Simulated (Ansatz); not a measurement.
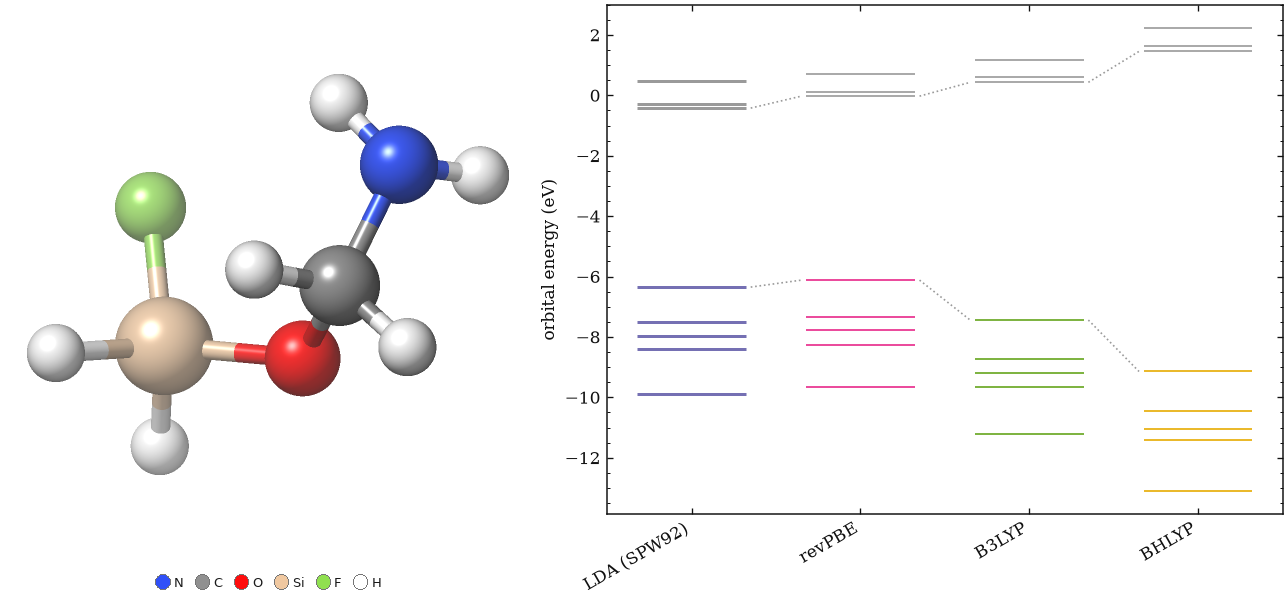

Frontier orbital energies of CH₆FNOSi, SMILES NCO[SiH2]F at one geometry, def2-TZVPP, the Ansatz code, at a PBE0-D4/def2-TZVP geometry (a minimum by its frequencies). Empty levels are grey, levels within 0.1 eV stand side by side; all columns show the same few orbitals around the gap. Dotted lines join the HOMOs and the LUMOs.

> Compare the HOMO-LUMO separations.

The separation grows from 5.93 eV (LDA (SPW92)) to 10.60 eV (BHLYP).

```tsv
level	HOMO (eV)	LUMO (eV)	separation (eV)
LDA (SPW92)	−6.35	−0.42	5.93
revPBE	−6.12	−0.03	6.09
B3LYP	−7.44	0.43	7.87
BHLYP	−9.14	1.45	10.60
```

Caveats, for all or some of the runs: empty levels above zero depend strongly on the basis; one conformer of a flexible molecule.
